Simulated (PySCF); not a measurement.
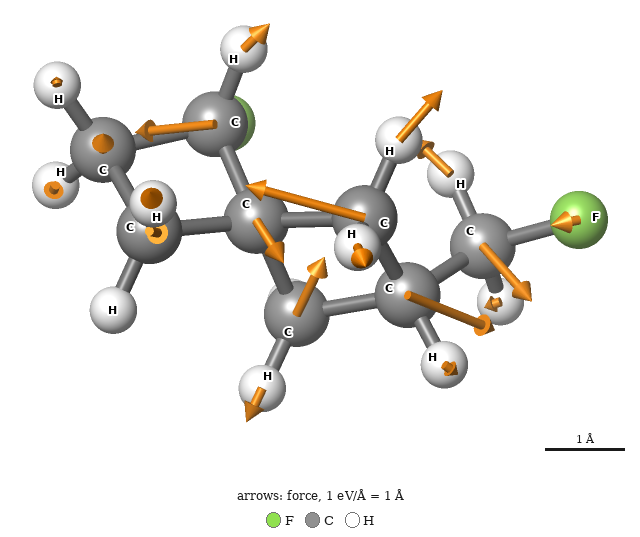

Starting geometry of C$_{8}$H$_{12}$F$_{2}$ with the computed forces as orange arrows. A ball-and-stick model, seen from a free direction.

The start comes from GFN2-xTB. Its atoms were then displaced at random by about 0.01 Å.

Level of theory: PBE0-D3(BJ)/def2-SVP geometry optimisation, gas phase (PySCF). 

**Is this structure relaxed? If not, where do the atoms go?**

It isn't relaxed: the largest force vector, on a C atom, is 1.64 eV/Å. The final displacements have little in common with the starting forces (cosine between the two patterns 0.08). After 13 geometry steps the energy has fallen by 19.6 kJ/mol. The largest moves after the best rigid fit, 0.42 Å, are those of H atoms. Largest moves by element: H 0.42 Å, F 0.37 Å, C 0.17 Å. Near-neighbour distances that change, for instance: C–C 1.496 → 1.544 Å, C–C 1.529 → 1.508 Å, C–H 1.085 → 1.103 Å, C–C 1.551 → 1.533 Å. Among the angles between lasting bonds that change: C–C–H 113.0° → 117.3°, C–C–H 114.8° → 111.1°, C–C–F 114.0° → 117.4°.
